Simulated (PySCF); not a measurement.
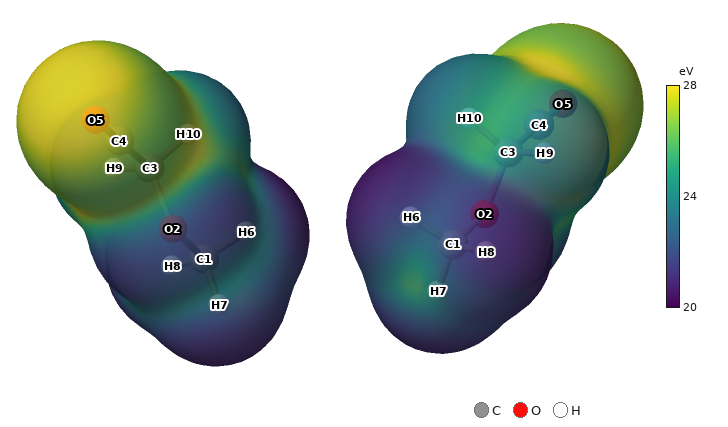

Figure 1: C₃H₅O₂, charge +1, SMILES `COCC#[O+]`. Average local ionisation energy on the surface of electron density 0.001 a.u. (back view left, front view right).

Method: HF/cc-pVTZ; geometry: GFN2-xTB; program: PySCF. No frequency check shows the geometry to be a minimum.

Question: Locate the minima of the map.

Answer: The lowest value is 20.5 eV, 1.3 Å from H8, and at like points elsewhere. Further minima include 20.8 eV, 1.3 Å from H7; 21.4 eV, 1.8 Å from O2; 26.4 eV, off the C4–O5 bond (1.8 to 2.0 Å from its atoms). For comparison, the highest occupied orbital lies at −17.7 eV.

The PySCF run took 4.6 s on 1 thread of Arm Neoverse V1 (shared host), peak memory 0.28 GiB.
